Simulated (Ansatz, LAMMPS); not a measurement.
# Charge trapping in amorphous 59Ga2O3-41P2O5 (mol %) (64 atoms), part 2 of 4

Aim: add and remove one electron in amorphous 59Ga2O3-41P2O5 (mol %) (64 atoms), with atoms held and relaxed, and read trapping energy and localisation.

Ansatz 0.2.0; Kohn-Sham DFT, PBE, PAW (set soft_1), plane waves.

The cell: 13 Ga, 9 P and 42 O. The quench rate of 100 K/ps is many orders above laboratory rates. The network of bonds at the start is that of the classical potential that made the cell. Only the Γ point is sampled, in a cell whose shortest periodic width is 9 Å.

So far. Step 2 (Single point at the start): The r.m.s. force at the start is 1.2 eV/Å. Step 3 (Relaxation): The relaxation converged after 10 steps, 6.67 eV below its start, with a largest force component of 0.042 eV/Å.

**4. Single point at the relaxed geometry**

The electronic structure is read at the final geometry, in a run of its own.

File input.yaml:

```yaml
crystal:
  lattice:
    - [9.20781, 0.0, 0.0]
    - [0.0, 9.20781, 0.0]
    - [0.0, 0.0, 9.20781]
  atoms:
    - { symbol: Ga, position: [0.44667, 0.25593, 0.89845] }
    - { symbol: Ga, position: [0.97902, 0.8846, 0.90038] }
    - { symbol: Ga, position: [0.06799, 0.87913, 0.26972] }
    - { symbol: Ga, position: [0.91865, 0.05213, 0.58856] }
    - { symbol: Ga, position: [0.58824, 0.94343, 0.34303] }
    - { symbol: Ga, position: [0.97074, 0.61123, 0.06688] }
    [... 52 atom lines left out ...]
    - { symbol: O, position: [0.38935, 0.6697, 0.58241] }
    - { symbol: O, position: [0.14323, 0.00641, 0.89892] }
    - { symbol: O, position: [0.75621, 0.45466, 0.96154] }
    - { symbol: O, position: [0.11265, 0.49004, 0.14381] }
    - { symbol: O, position: [0.20955, 0.39844, 0.69951] }
    - { symbol: O, position: [0.87182, 0.8412, 0.34204] }
kpoints:
  mp_grid: { grid: [1, 1, 1] }
hamiltonian:
  xc: pbe
  pseudopotentials: { kind: paw, azcp: { folder: soft_1 } }
scf:
  occupations: { method: fixed }
output:
  forces: true
  stress: true
  populations: true
  dos:
    method: { smearing: { sigma: 0.15 } }
    de: 0.1
    projected: { site_lists: { Ga: [Ga], O: [O], P: [P] } }
  eigenvalues: true
  write_density: true
  write_potential: true
  volumetric_format: npy
  elf: true
```

Run with:

```
ansatz run input.yaml --threads 4 --pin off --max-ram 8192MiB --backend cpu --events-out ev --progress --plain --runs-dir out
```

Numbers of over 12 decimals in the logs are rounded to 6 here.

Output:

```text
[...]
Crystal: 64 atoms, lattice volume = 780.673 Å³
Basis set: ecut = 420 eV, 15275 PW (Γ), exchange–correlation on 128×128×128 points (8 copies of the dense FFT grid, shifted against one another)
Bands: 297, of which v1, the nominal top of the filled ones, is band 233 counted from 1 (232 counted from 0)
Symmetry: 1 space group operations
[...]
k-points: 1
[...]
SCF iter   1: F=—  HF=-79861.536827 eV  |F-HF|=—  |Δ(HF+E_count)|=         —  Δρ=1.24e-1  dr2=9.20e1  ethr=3.10e-3  ⟨swp⟩=5.0  Hψ=1125  notcnv=0  defer=62
[...]
SCF iter  13: F=-79831.398829 eV  HF=-79831.398829 eV  |F-HF|=3.62e-8  |Δ(HF+E_count)|=   2.66e-8  Δρ=3.33e-6  dr2=7.68e-8  ethr=2.15e-11  ⟨swp⟩=21.0  Hψ=3146  notcnv=0
SCF 1 converged in 13 iterations: F = -79831.398829 eV  dr2 = 7.68e-8
[...]
SCF converged after 13 iterations
Free energy (F): -79831.398829 eV
[...]
Internal energy: -79831.398829 eV  (E = F + TS)
E sigma→0 (E₀):  -79831.398829 eV
Fermi energy:    4.666754 eV
[...]
--- Forces (eV/Å), atoms counted from 1 ---
  atom   1  Ga     0.01797472    -0.01114162    -0.00451618
  atom   2  Ga    -0.01012946    -0.00532813    -0.02699235
  atom   3  Ga    -0.01836784     0.00259815     0.02752105
  atom   4  Ga     0.00298650    -0.02247609    -0.01885991
  atom   5  Ga    -0.00897770     0.00466612     0.00978816
  atom   6  Ga    -0.01128809    -0.00900029    -0.01744255
  atom   7  Ga    -0.01240917     0.00742331     0.02078980
  atom   8  Ga     0.03713042     0.00586464    -0.00037729
  atom   9  Ga     0.00519057    -0.01129208     0.01560634
  atom  10  Ga    -0.00817280    -0.02350109    -0.02633714
  atom  11  Ga    -0.03352643     0.00340899     0.01740892
  atom  12  Ga    -0.02638180     0.00816341    -0.03720836
  atom  13  Ga     0.00366973     0.00472584    -0.00006851
  atom  14  P      0.01005336    -0.01163496    -0.02459956
[...]
atom  63  O     -0.00787239    -0.01208910     0.00618080
  atom  64  O      0.03348203     0.02325065     0.00056815
  max |Σ_I F_I| component: 4.35e-5 eV/Å
--- Stress (GPa, compression-positive) ---
        1.178890      -0.513190       0.664134
       -0.513188      -0.657928       3.621756
        0.664132       3.621755       1.752356
  P = ⅓ Tr σ = 0.7578 GPa (7.578 kbar)
--- Band table (eV) ---
[...]
--- Löwdin populations: 64 sites ---
  site symbol       q [e]
     0     Ga     11.8554
     1     Ga     11.9072
     2     Ga     11.8999
[...]
63      O      6.7051
  spilling = 0.008697 (of n_electrons = 466.000000)
```

It took 12 s on 4 threads of Arm Neoverse V2, shared host; peak memory 0.97 GiB.

Read from the output:

```
free energy                                      : -79831.3988 eV
free energy per atom                             : -1247.3656 eV/atom
SCF cycles                                       : 13
pressure                                         : 0.7578 GPa
r.m.s. force component                           : 0.01437 eV/Å
longest force                                    : 0.04948 eV/Å
Fermi energy                                     : 4.667 eV
gap (highest filled to lowest empty level) : 2.719 eV
spilling of the projection                       : 0.008697
```

Löwdin charges by element and coordination (they lack the spilled electrons, 0.063 e an atom on average):

| element | coordination | atoms | mean charge (e) | spread | least | most |
| --- | --- | --- | --- | --- | --- | --- |
| Ga | all | 13 | 1.11 | 0.0301 | 1.05 | 1.15 |
| Ga | 4 | 6 | 1.10 | 0.039 | 1.05 | 1.15 |
| Ga | 5 | 6 | 1.11 | 0.0194 | 1.09 | 1.15 |
| Ga | 6 | 1 | 1.10 | 0 | 1.10 | 1.10 |
| O | all | 42 | -0.697 | 0.0176 | -0.746 | -0.655 |
| O | 2 | 30 | -0.702 | 0.0154 | -0.746 | -0.674 |
| O | 3 | 12 | -0.686 | 0.0179 | -0.719 | -0.655 |
| P | all | 9 | 2.10 | 0.0116 | 2.08 | 2.12 |

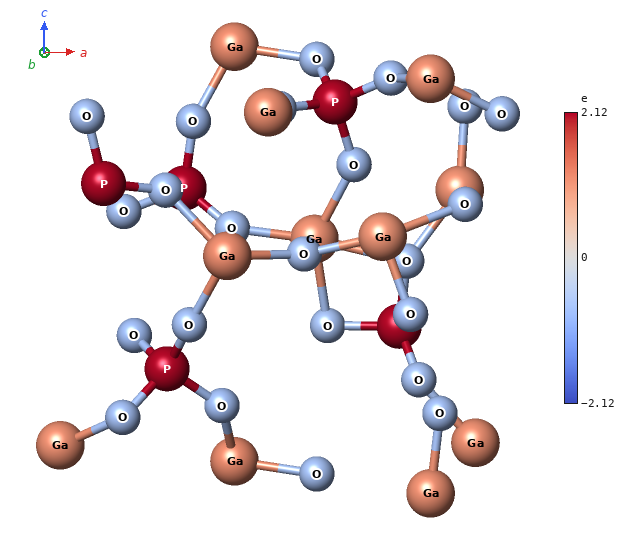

Atoms coloured by Löwdin charge. Drawn is a slice 5 Å thick, seen along the normal of the ac plane.

Density of states as counts of states in windows of 1 eV (from the Fermi level), total and the larger projections:

| from (eV) | to (eV) | total | O p | Ga d |
| --- | --- | --- | --- | --- |
| -14 | -13 | 82.6 | 1.5 | 79.9 |
| -13 | -12 | 46.2 | 0.7 | 43.7 |
| -12 | -11 | 1.1 | 0.0 | 0.9 |
| -11 | -10 | 0.0 | 0.0 | 0.0 |
| -10 | -9 | 4.0 | 2.2 | 0.1 |
| -9 | -8 | 8.9 | 5.0 | 0.2 |
| -8 | -7 | 12.6 | 7.6 | 0.2 |
| -7 | -6 | 15.3 | 9.9 | 0.2 |
| -6 | -5 | 25.2 | 17.2 | 0.3 |
| -5 | -4 | 25.2 | 18.1 | 0.3 |
| -4 | -3 | 29.8 | 24.5 | 0.2 |
| -3 | -2 | 37.8 | 33.7 | 0.2 |
| -2 | -1 | 49.8 | 46.7 | 0.3 |
| -1 | 0 | 41.1 | 39.6 | 0.2 |
| 0 | 1 | 2.4 | 2.3 | 0.0 |
| 1 | 2 | 0.0 | 0.0 | 0.0 |
| 2 | 3 | 2.0 | 0.2 | 0.0 |
| 3 | 4 | 0.0 | 0.0 | 0.0 |
| 4 | 5 | 7.6 | 1.7 | 0.0 |

With fixed occupations the program's Fermi level is the highest filled level; weight inside the gap is the broadening of levels at its edges.

Between -22 and -14 eV lie 84 more states.

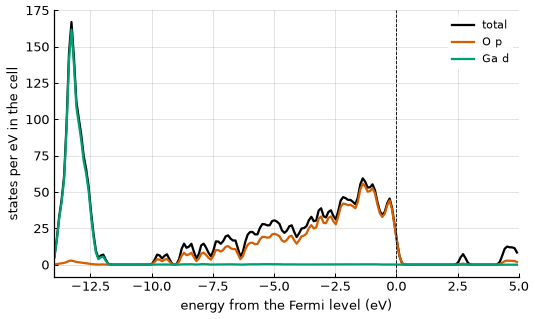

Total and projected density of states, with the broadening of the input.

The levels nearest the highest filled one (over half full), pooled over k-points and spins:

| level less the highest filled one (eV) | occupation |
| --- | --- |
| -0.255 | 2 |
| -0.235 | 2 |
| -0.217 | 2 |
| -0.148 | 2 |
| -0.0521 | 2 |
| 0 | 2 |
| 2.72 | 0 |
| 4.41 | 0 |
| 4.56 | 0 |
| 4.73 | 0 |
| 4.89 | 0 |
| 5.29 | 0 |

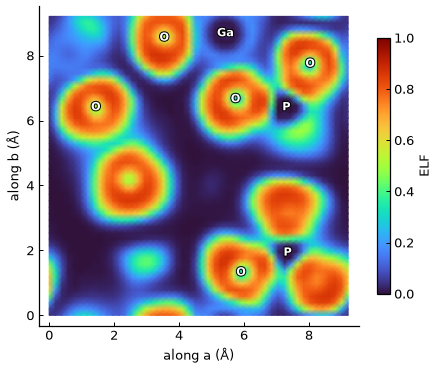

ELF in the ab plane at fractional z = 0.342, with atoms of Ga and P and O within 0.2 Å of it. It is the smooth field of the valence electrons, not physical close to the nuclei.

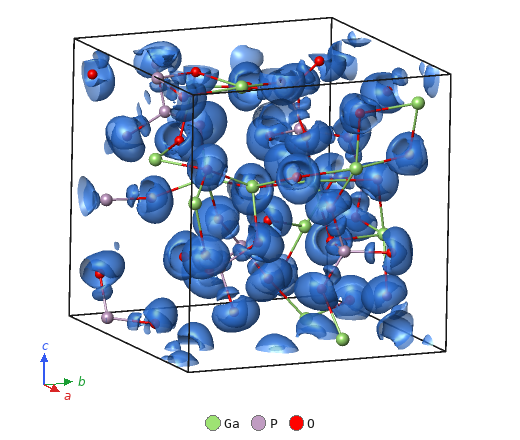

Surface of ELF = 0.8. Bonds to atoms that aren't drawn are left out.

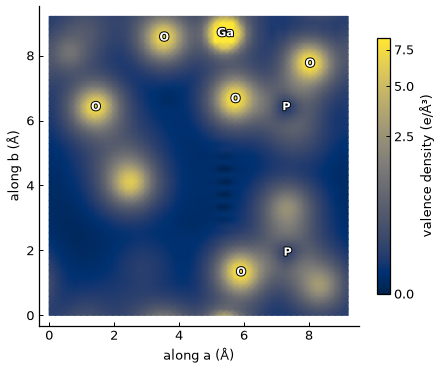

Valence density in the ab plane at fractional z = 0.342, with atoms of Ga and P and O within 0.2 Å of it. It is the smooth field of the valence electrons, not physical close to the nuclei. The colour scale is stretched toward low values.

Filled and empty levels are parted by 2.72 eV (at Γ alone); a semilocal functional tends to put such gaps too low. In a disordered cell it changes from sample to sample, and tail or defect levels can set it. Mean Löwdin charges: Ga +1.11, O -0.70, P +2.10 e (they miss 0.87 % of the electrons, so they add up to more than the cell's charge).

**5. An extra electron, atoms held**

The electron count changes by one with the atoms held: a vertical process, on a uniform background, with spin and a narrow Fermi–Dirac smearing. Its energy against the neutral cell hangs on the program's zero of potential.

File input.yaml:

```yaml
crystal:
  lattice:
    - [9.20781, 0.0, 0.0]
    - [0.0, 9.20781, 0.0]
    - [0.0, 0.0, 9.20781]
  atoms:
    [... the 64 atom lines of step 4 ...]
total_charge: -1
kpoints:
  mp_grid: { grid: [1, 1, 1] }
hamiltonian:
  xc: pbe
  pseudopotentials: { kind: paw, azcp: { folder: soft_1 } }
scf:
  occupations: { method: fermi_dirac, width: 0.01 }
  lower_state_search: "off"
output:
  forces: true
  stress: true
  populations: true
  dos:
    method: { smearing: { sigma: 0.08 } }
    de: 0.1
    projected: { site_lists: { Ga: [Ga], O: [O], P: [P] } }
  eigenvalues: true
  write_density: true
  write_potential: true
  volumetric_format: npy
magnetization:
  spin_polarized: true
  initial_magnetization: 1
```

Output:

```text
[...]
Crystal: 64 atoms, lattice volume = 780.673 Å³
Basis set: ecut = 420 eV, 15275 PW (Γ), exchange–correlation on 128×128×128 points (8 copies of the dense FFT grid, shifted against one another)
Bands: 298, of which v1, the nominal top of the filled ones, is band 234 counted from 1 (233 counted from 0)
Symmetry: 1 space group operations
[...]
k-points: 1
[...]
Starting moments: Σ|m| = 1 μB on 64 of 64 sites
[...]
SCF iter   1: F=—  HF=-79851.113842 eV  |F-HF|=—  |Δ(HF+E_count)|=         —  Δρ=6.02e-2 (↑5.79e-2 ↓6.02e-2)  dr2=8.66e1  dr2_m=3.92e-2  M=1.000 μB ∫|m|=1.079 μB  β_m=1.00  ethr=3.10e-3  ⟨swp⟩=6.0  Hψ=2582  notcnv=0  defer=56
[...]
spin=Collinear: Resta preconditioning applied to the charge; magnetization (m = ρ↑ − ρ↓) channel mixes plain (no charge-response kernel on spin).
SCF iter   2: F=—  HF=-79833.473352 eV  |F-HF|=—  |Δ(HF+E_count)|=         —  Δρ=3.52e-2 (↑3.49e-2 ↓3.52e-2)  dr2=2.98e1  dr2_m=1.08e-3  M=0.995 μB ∫|m|=1.140 μB  β_m=0.30  ethr=3.10e-3  ⟨swp⟩=3.0  Hψ=1130  notcnv=0  defer=120
[...]
SCF iter   8: F=—  HF=-79823.989541 eV  |F-HF|=—  |Δ(HF+E_count)|=   3.01e-3  Δρ=3.47e-4 (↑3.47e-4 ↓3.24e-4)  dr2=2.00e-3  dr2_m=3.59e-4  M=0.979 μB ∫|m|=1.138 μB  β_m=0.30  ethr=1.89e-6  ⟨swp⟩=2.5  Hψ=734  notcnv=0  defer=120
[...]
spin-set hold released at iteration 8 (site moments contracting): the magnetisation degrees of freedom join the quasi-Newton model from the next iteration; the mixer history was flushed
SCF iter   9: F=—  HF=-79823.990467 eV  |F-HF|=—  |Δ(HF+E_count)|=   9.26e-4  Δρ=2.45e-4 (↑2.45e-4 ↓2.36e-4)  dr2=1.01e-3  dr2_m=2.08e-4  M=0.979 μB ∫|m|=1.140 μB  β_m=0.65  ethr=4.28e-7  ⟨swp⟩=2.5  Hψ=825  notcnv=0  defer=120
SCF iter  10: F=—  HF=-79823.992077 eV  |F-HF|=—  |Δ(HF+E_count)|=   1.61e-3  Δρ=6.68e-5 (↑6.68e-5 ↓5.22e-5)  dr2=1.04e-4  dr2_m=5.69e-6  M=0.980 μB ∫|m|=1.144 μB  β_m=0.71  ethr=2.16e-7  ⟨swp⟩=2.5  Hψ=887  notcnv=0  defer=120
[...]
SCF iter  15: F=-79823.993109 eV  HF=-79823.993109 eV  |F-HF|=4.94e-8  |Δ(HF+E_count)|=   1.07e-8  Δρ=1.71e-6 (↑1.71e-6 ↓1.58e-6)  dr2=7.80e-8  dr2_m=5.33e-10  M=0.980 μB ∫|m|=1.145 μB  β_m=0.65  ethr=2.14e-11  ⟨swp⟩=20.5  Hψ=5839  notcnv=0
SCF iter  16: F=-79823.993109 eV  HF=-79823.993109 eV  |F-HF|=1.86e-9  |Δ(HF+E_count)|=   9.14e-9  Δρ=5.66e-7 (↑5.66e-7 ↓4.92e-7)  dr2=5.86e-9  dr2_m=4.08e-10  M=0.980 μB ∫|m|=1.145 μB  ethr=1.67e-11  ⟨swp⟩=7.5  Hψ=3689  notcnv=0
SCF 1 converged in 16 iterations: F = -79823.993109 eV  dr2 = 5.86e-9
[...]
SCF converged after 16 iterations
Magnetization: 0.9797 μB (233.9898 up, 233.0102 down)
Absolute magnetization: 1.0536 μB (∫|ρ↑−ρ↓|, with the PAW one-centre terms)
[...]
Per-site moments (μB) at R_I (Å): [(0.00345257, 0.745509), (0.0052288, 0.776592), (0.00257276, 0.768974), (0.00783752, 0.759789), (0.0074386, 0.781509), [...]
Free energy (F): -79823.993109 eV
[...]
Internal energy: -79823.991974 eV  (E = F + TS)
E sigma→0 (E₀):  -79823.992541 eV
Entropy (-TS):   -0.001135 eV (-0.018 meV/atom)
Fermi energy:    7.469983 eV
[...]
Σ components = -79823.993109   (vs F -79823.993109, Δ=0.00e0)
--- Forces (eV/Å), atoms counted from 1 ---
  atom   1  Ga     0.16031897    -0.00598248    -0.22233459
  atom   2  Ga    -0.20135152    -0.06702781    -0.15406900
  atom   3  Ga    -0.11153872    -0.02581026     0.06096630
  atom   4  Ga    -0.25064403     0.01378568     0.12680811
[...]
atom  64  O      0.11163833     0.11080297    -0.05608913
  max |Σ_I F_I| component: 1.56e-5 eV/Å
--- Stress (GPa, compression-positive) ---
        2.545887      -0.386699       0.560407
       -0.386697       0.757018       3.381074
        0.560405       3.381072       3.061815
  P = ⅓ Tr σ = 2.1216 GPa (21.216 kbar)
--- Band table (eV) ---
[...]
--- Löwdin populations: 64 sites ---
  site symbol       q [e]    m [muB]
     0     Ga     11.8866     0.0250
     1     Ga     11.9382     0.0269
     2     Ga     11.9227     0.0155
[...]
63      O      6.7094     0.0014
  spilling = 0.008718 (of n_electrons = 467.000000)
```

Wall time 26 s (4 threads); peak memory 1.5 GiB; 1.7 min of CPU time.

An extra electron, atoms held: the energy stands 7.41 eV above that of the reference, with a moment of 0.98 μB.

The levels nearest the highest filled one (over half full), pooled over k-points and spins:

| level less the highest filled one (eV) | occupation |
| --- | --- |
| -2.83 | 1 |
| -2.82 | 1 |
| -2.82 | 1 |
| 0 | 0.99 |
| 0.0916 | 0.01 |
| 1.72 | 0 |
| 1.82 | 0 |
| 1.87 | 0 |

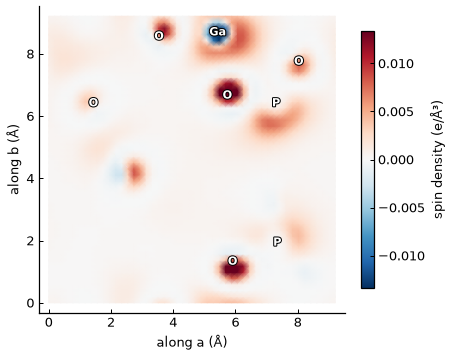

Spin density in the ab plane at fractional z = 0.342, with atoms of Ga and P and O within 0.2 Å of it.

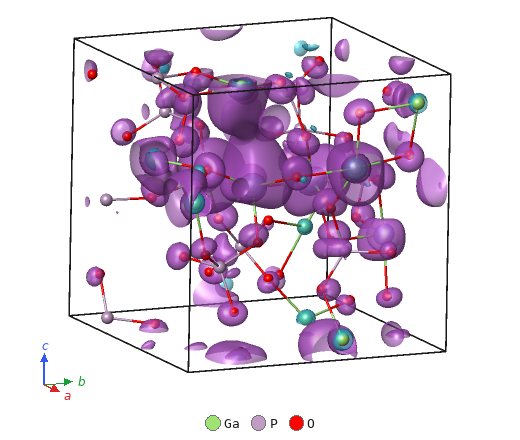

Surfaces of spin density = ±0.005 e/Å³, which hold about 50 % of the integral of its size. The two colours are the two signs. Bonds to atoms that aren't drawn are left out.

**6. An extra electron, atoms relaxed**

The atoms now respond to the charge; the energy gained comes from screening by the atoms, from trapping if the charge localises, and from any strain left in the reference.

input.yaml, the sections that differ from step 5:

```yaml
output:
  forces: true
relax:
  f_tol: 0.05
  max_steps: 90
# crystal, total_charge, kpoints, hamiltonian, scf, magnetization: as in step 5
```

Output:

```text
[...]
Crystal: 64 atoms, lattice volume = 780.673 Å³
Basis set: ecut = 420 eV, 15275 PW (Γ), exchange–correlation on 128×128×128 points (8 copies of the dense FFT grid, shifted against one another)
Bands: 298, of which v1, the nominal top of the filled ones, is band 234 counted from 1 (233 counted from 0)
Symmetry: 1 space group operations
[...]
k-points: 1
[...]
Starting moments: Σ|m| = 1 μB on 64 of 64 sites
[...]
SCF iter   1: F=—  HF=-79851.113842 eV  |F-HF|=—  |Δ(HF+E_count)|=         —  Δρ=6.02e-2 (↑5.79e-2 ↓6.02e-2)  dr2=8.66e1  dr2_m=3.92e-2  M=1.000 μB ∫|m|=1.079 μB  β_m=1.00  ethr=3.10e-3  ⟨swp⟩=6.0  Hψ=2582  notcnv=0  defer=56
[...]
SCF iter  12: F=-79823.993107 eV  HF=-79823.993107 eV  |F-HF|=1.05e-7  |Δ(HF+E_count)|=   8.64e-6  Δρ=1.17e-5 (↑1.12e-5 ↓1.17e-5)  dr2=4.19e-6  dr2_m=8.52e-8  M=0.980 μB ∫|m|=1.145 μB  ethr=6.16e-9  ⟨swp⟩=1.5  Hψ=1485  notcnv=0
SCF 1 converged in 12 iterations: F = -79823.993107 eV  dr2 = 4.19e-6
[...]
relax step   1: F+E_penalty+E_count = -79823.99310705 eV  Δ(F+E_penalty+E_count) = +0.000e0 eV  max|allowed force component| = 3.191e-1 eV/Å  Δτ_max = 0.0000 Å  (12 SCF iters, dr2 threshold 6.25e-5 eV, accepted)
[...]
relax step   2: F+E_penalty+E_count = -79824.03249904 eV  Δ(F+E_penalty+E_count) = -3.939e-2 eV  max|allowed force component| = 2.249e-1 eV/Å  Δτ_max = 0.0232 Å  (6 SCF iters, dr2 threshold 6.36e-6 eV, accepted)
[...]
relax step   3: F+E_penalty+E_count = -79824.05654079 eV  Δ(F+E_penalty+E_count) = -2.404e-2 eV  max|allowed force component| = 8.984e-2 eV/Å  Δτ_max = 0.0235 Å  (7 SCF iters, dr2 threshold 3.16e-6 eV, accepted)
[...]
relax step   4: F+E_penalty+E_count = -79824.01637874 eV  Δ(F+E_penalty+E_count) = +4.016e-2 eV  max|allowed force component| = 3.003e-1 eV/Å  Δτ_max = 0.1362 Å  (11 SCF iters, rejected (line search))
[...]
relax step   5: F+E_penalty+E_count = -79824.06404552 eV  Δ(F+E_penalty+E_count) = -7.505e-3 eV  max|allowed force component| = 3.393e-2 eV/Å  Δτ_max = 0.0335 Å  (10 SCF iters, accepted)
SCF converged after 10 iterations
Magnetization: 0.9953 μB (233.9976 up, 233.0024 down)
Absolute magnetization: 1.0755 μB (∫|ρ↑−ρ↓|, with the PAW one-centre terms)
[...]
Per-site moments (μB) at R_I (Å): [(0.00311288, 0.747587), (0.0044704, 0.780343), (0.00206233, 0.767203), (0.00765295, 0.763046), (0.00630823, 0.786592), [...]
Free energy (F): -79824.064046 eV
[...]
Internal energy: -79824.063713 eV  (E = F + TS)
E sigma→0 (E₀):  -79824.063879 eV
Entropy (-TS):   -0.000333 eV (-0.005 meV/atom)
Fermi energy:    7.335922 eV
[...]
--- Forces (eV/Å), atoms counted from 1 ---
  atom   1  Ga    -0.03285776    -0.00120364     0.00560266
  atom   2  Ga     0.00851925    -0.00116126    -0.00551702
  atom   3  Ga     0.00233558     0.00313939     0.02369915
  atom   4  Ga    -0.00459740    -0.00470606     0.00723108
  atom   5  Ga     0.00717487    -0.00359422     0.00321795
  atom   6  Ga     0.00715419    -0.00134245    -0.00445436
  atom   7  Ga     0.01799296    -0.00424682     0.00494799
  atom   8  Ga    -0.00726140     0.00262870    -0.00418451
  atom   9  Ga    -0.00536911     0.00773859     0.00594164
  atom  10  Ga     0.00654203    -0.00498265    -0.00108476
  atom  11  Ga     0.01222673    -0.00313765     0.00191824
  atom  12  Ga     0.00533657    -0.00353026     0.01282889
  atom  13  Ga    -0.00979347     0.01012470     0.01235327
  atom  14  P      0.00194369    -0.01460329     0.01113686
[...]
atom  63  O      0.00940443     0.00358227     0.00590486
  atom  64  O     -0.01106289     0.01188074    -0.00904133
  max |Σ_I F_I| component: 6.68e-5 eV/Å
--- Relaxed structure (5 steps of the walk, 4 accepted, 0 SCFs on fresh bases) ---
  F+E_penalty+E_count = -79824.06404552 eV   max|allowed force component| = 3.393e-2 eV/Å
  atoms:
    - { symbol: Ga, position: [0.447300, 0.256264, 0.896500] }
    - { symbol: Ga, position: [0.977747, 0.883919, 0.899984] }
    - { symbol: Ga, position: [0.066372, 0.878665, 0.268972] }
    - { symbol: Ga, position: [0.921399, 0.051940, 0.586934] }
[...]
- { symbol: O, position: [0.870043, 0.841905, 0.339906] }
```

Run time: 57 s. Hardware: 4 threads; peak memory 1.5 GiB; 3.7 min of CPU time.

The relaxation converged after 5 steps, 0.0709 eV below its start, with a largest force component of 0.034 eV/Å.

An extra electron, atoms relaxed: the energy stands 7.33 eV above that of the reference, with a moment of 1.00 μB.

[end of part 2 of 4]

[Logs are printed without paths, hosts, clocks, repeated set-up lines and the standing remarks that a program may print on its own settings, such as how far it seeks lower states.]

[Hosts, paths, dates, database ids (printed as entryN), source tags and the programs' standing remarks are cut or masked in the printed files.]
